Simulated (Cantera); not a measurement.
Input: 1 mol acetone, 0.023 mol CO₂, held at 0.100 bar.

Cantera equilibrium calculation (NASA polynomials, part measured and part estimated; ideal gas, pure solids and liquids). Candidate condensed phases: C, C₆H₆, C₇H₈, C₈H₁₈, H₂O; 110 gas species. The feed counts by its element totals alone. Rates play no part.

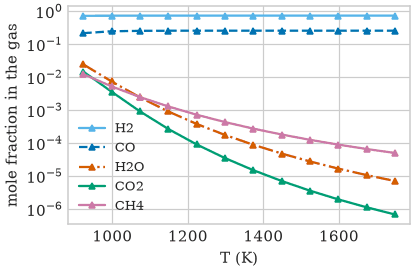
Figure. Equilibrium gas composition (values under 1e-9 drawn at 1e-9)

### Question
Read off the mole fractions at 998 K.

### Answer
H₂ about 0.74, CO about 0.25, H₂O about 0.0075, CH₄ about 0.0053, CO₂ about 0.0036.
